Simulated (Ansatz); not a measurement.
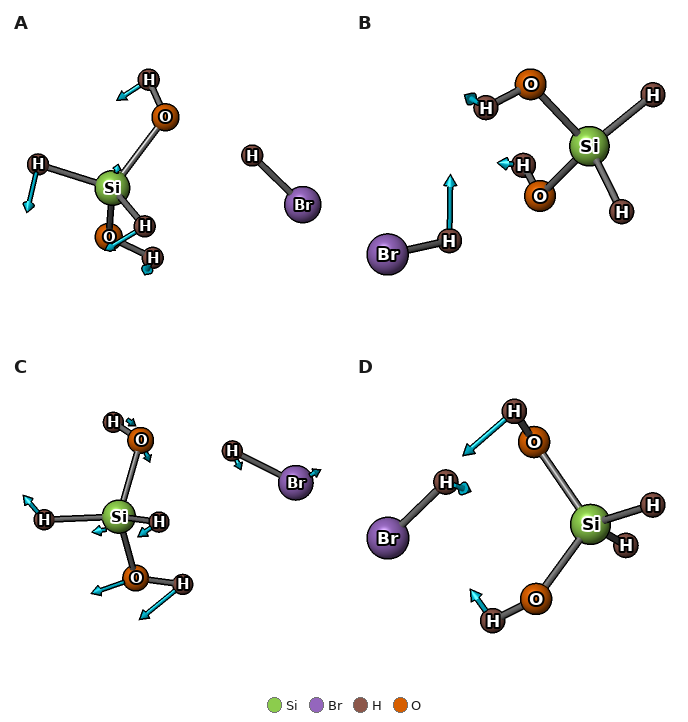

4 normal modes of one molecule or complex, as arrows. Harmonic vibrations computed with RKS PBE0-D4/def2-TZVP (Ansatz 0.2.0) at a stationary point of the same level.

Question: Match the panels to the wavenumbers 54 cm⁻¹, 269 cm⁻¹, 484 cm⁻¹, 948 cm⁻¹.

Answer: A: 948 cm⁻¹
B: 484 cm⁻¹
C: 54 cm⁻¹
D: 269 cm⁻¹
